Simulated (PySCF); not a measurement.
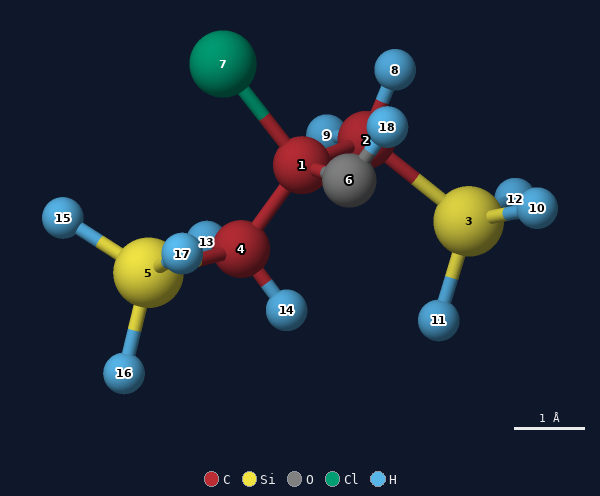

Fig. 1: The structure (ball-and-stick view, seen at a tilt; atoms are numbered from 1 in the order of the input).

# NMR shielding calculation, with input and output: C3H11ClOSi2

The run: NMR shielding calculation of C3H11ClOSi2, SMILES OC(Cl)(C[SiH3])C[SiH3]. Method and program: GIAO PBE0/pcSseg-1 NMR shielding, non-relativistic, gas phase (PySCF 2.14.0).

The geometry comes from this level: PBE0-D3(BJ)/def2-SVP. Figures and captions count atoms from 1; the log counts them from 0 in places.

**The program's output**
```
coarse grid: 16040 points
cycle   1  E = -1234.5110186250  dE =  4.158e-01  |g| = 6.895e-01  |ddm| = 3.674e+00
cycle   2  E = -1234.4431901156  dE =  6.783e-02  |g| = 9.416e-01  |ddm| = 1.243e+00
cycle   3  E = -1234.6048748430  dE = -1.617e-01  |g| = 9.700e-02  |ddm| = 7.526e-01
cycle   4  E = -1234.6066666794  dE = -1.792e-03  |g| = 3.551e-02  |ddm| = 1.187e-01
cycle   5  E = -1234.6069512409  dE = -2.846e-04  |g| = 6.252e-03  |ddm| = 3.747e-02
cycle   6  E = -1234.6069601306  dE = -8.890e-06  |g| = 2.267e-03  |ddm| = 9.287e-03
final grid: 139528 points
cycle   7  E = -1234.6568594654  dE = -2.813e-05  |g| = 1.004e-02  |ddm| = 2.777e-02
cycle   8  E = -1234.6568354771  dE =  2.399e-05  |g| = 1.454e-02  |ddm| = 2.017e-02
cycle   9  E = -1234.6568808738  dE = -4.540e-05  |g| = 1.015e-03  |ddm| = 1.247e-02
cycle  10  E = -1234.6568810597  dE = -1.859e-07  |g| = 2.928e-04  |ddm| = 1.049e-03
cycle  11  E = -1234.6568810789  dE = -1.917e-08  |g| = 4.469e-05  |ddm| = 2.410e-04
cycle  12  E = -1234.6568810793  dE = -4.188e-10  |g| = 1.417e-05  |ddm| = 6.767e-05
```

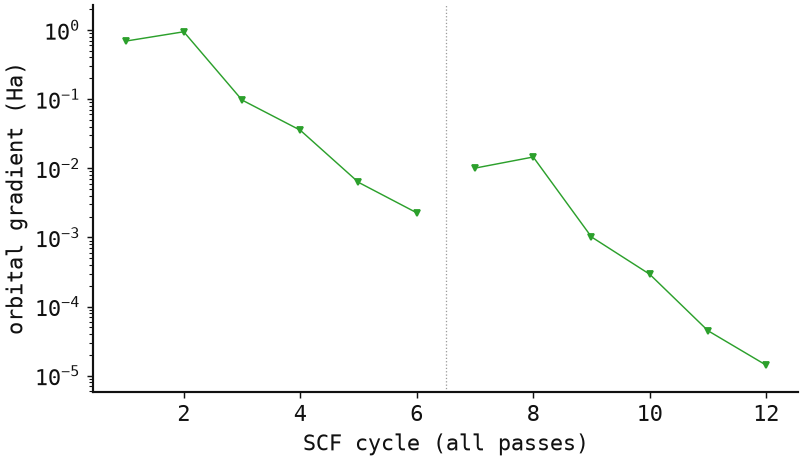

Fig. 2: Convergence of the self-consistent field: orbital gradient against the SCF cycle. The dotted line marks the change from a coarse to the final integration grid. The first 6 cycles use a coarse grid, the final grid takes over at cycle 7, and the field converges after 12 cycles in all.

```
converged SCF energy = -1234.6568810793

GIAO shielding tensors (ppm)
atom      isotropic    diamagn.    paramagn.     s11        s22        s33       span
  0 C       74.297     242.073    -167.776     49.567     66.150    107.173     57.606
  1 C      147.653     252.658    -105.004    121.413    134.035    187.512     66.099
  2 Si     422.975     878.988    -456.014    401.781    406.519    460.623     58.842
  3 C      157.969     251.482     -93.513    141.429    144.692    187.785     46.356
  4 Si     423.810     877.899    -454.089    400.272    409.245    461.914     61.642
  5 O      189.248     390.830    -201.582    135.504    198.679    233.560     98.056
  6 Cl     556.325    1147.922    -591.598    286.318    372.551   1010.105    723.787
  7 H       29.253      30.978      -1.725     24.509     30.102     33.147      8.639
  8 H       29.427      31.091      -1.664     25.291     29.032     33.959      8.668
  9 H       27.405      28.744      -1.339     23.700     26.093     32.421      8.721
 10 H       27.315      28.749      -1.434     23.240     27.139     31.566      8.326
 11 H       27.541      27.876      -0.335     24.305     25.006     33.313      9.008
 12 H       29.975      31.386      -1.411     26.082     29.600     34.242      8.160
 13 H       29.486      32.403      -2.917     23.222     30.219     35.015     11.793
 14 H       27.116      27.532      -0.416     23.196     25.969     32.183      8.987
 15 H       27.496      27.399       0.097     23.938     25.289     33.262      9.324
 16 H       26.999      27.479      -0.481     23.130     26.314     31.552      8.422
 17 H       29.327      33.410      -4.083     23.497     26.677     37.807     14.310
```

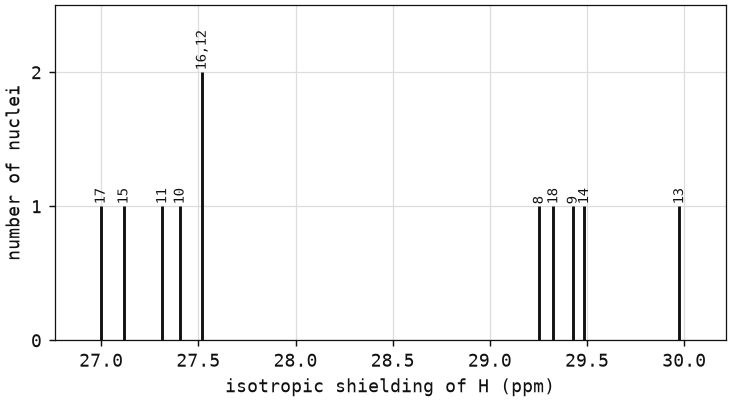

Fig. 3: Isotropic shieldings of the hydrogen nuclei in this fixed geometry, labelled by atom number; shielding grows to the right, so chemical shift grows to the left. The least shielded is H17 (27.0 ppm), the most shielded H13 (30.0 ppm).

The run was set up as follows.

**Input**
```
{"job": {"kind": "nmr", "xc": "PBE0", "basis": "pcSseg-1"}, "charge": 0, "multiplicity": 1}
C      0.338813     0.261569     1.071468
C     -0.022681     1.670856     0.621092
Si     0.468998     2.065244    -1.170231
C     -0.535253    -0.831332     0.487130
Si    -0.267867    -2.570054     1.208008
O      1.649651    -0.054299     0.793752
Cl     0.096049     0.224482     2.920325
H      0.493110     2.402809     1.266615
H     -1.099366     1.847775     0.764863
H      1.950575     2.208856    -1.287696
H      0.003838     1.009374    -2.117343
H     -0.162530     3.365798    -1.548183
H     -1.594643    -0.564164     0.617649
H     -0.342458    -0.871871    -0.597854
H     -1.074512    -2.768011     2.446820
H     -0.752284    -3.548239     0.183316
H      1.169473    -2.842854     1.487913
H      2.223085     0.621294     1.176768
```

The first line tells a small driver script what to run in PySCF; the rest is the geometry in Å.

Launch command:
```bash
OMP_NUM_THREADS=1 python <driver script> task.json out
```

**Key numbers**

```tsv
quantity	value
outcome	converged
total energy	−1234.656881 hartree
HOMO	−8.40 eV
LUMO	0.07 eV
dipole moment	2.16 D
isotropic shielding, C	74.3 to 158.0 ppm
isotropic shielding, Si	423.0 to 423.8 ppm
isotropic shielding, O	189.2 ppm
isotropic shielding, Cl	556.3 ppm
isotropic shielding, H	27.0 to 30.0 ppm
hardware	1 CPU thread, shared host
wall time	29 s
peak memory	0.98 GiB
```
